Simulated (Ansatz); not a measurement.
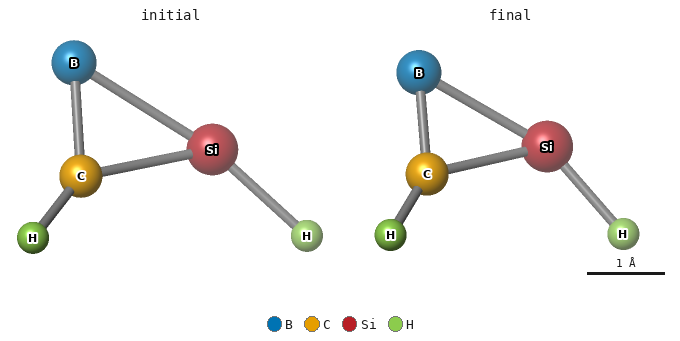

The structure of CH₂BSi (multiplicity 2) before (left) and after (right) a relaxation, at one scale.

Style: ball-and-stick. Shown from a free direction.

It is one of the separated reactants of a reaction.

All numbers below come from Ansatz, UKS PBE-D4/def2-SVP.

Input file:
```yaml
crystal:
  periodic: [false, false, false]
  atoms:
    - {symbol: B, position_ang: [-0.411579, -0.782826, 1.457542]}
    - {symbol: C, position_ang: [-0.616022, -0.606874, -0.143061]}
    - {symbol: Si, position_ang: [0.765836, 0.693112, 0.430241]}
    - {symbol: H, position_ang: [-1.243259, -1.030273, -1.088838]}
    - {symbol: H, position_ang: [1.505024, 1.726861, -0.655885]}
basis:
  gaussian: {orbitals: def2-SVP}
magnetization: {spin_polarized: true, initial_magnetization: 1}
hamiltonian: {xc: pbe, dispersion: d4}
relax: {f_tol: 0.03, max_steps: 250}
```

Launched with:
```bash
ansatz run in.yaml --threads 2 --pin off --events-out ev --progress --plain --max-ram 4352MiB
```

Summarise the run.

Answer. Over 7 accepted moves (8 points after the start) the energy falls by 103.0 kJ/mol. The largest force component goes from 4.1 to 0.027 eV/Å. The line search rejected the trial step at point 4 of the run. The largest move after the best rigid fit is that of H5, 0.33 Å. By element the largest moves are H 0.33 Å, B 0.15 Å, C 0.10 Å, Si 0.08 Å. Some distances before and after: B1–Si3 2.149 → 1.956 Å, B1–C2 1.623 → 1.448 Å, C2–Si3 1.982 → 1.824 Å, Si3–H5 1.672 → 1.518 Å. Among the angles between lasting bonds that change: B1–Si3–H5 167.8° → 157.5°, C2–Si3–H5 121.7° → 112.7°, B1–C2–H4 142.9° → 147.4°. The run took 5.5 s on 2 threads of Intel Xeon 6975P-C, with other jobs on the host.
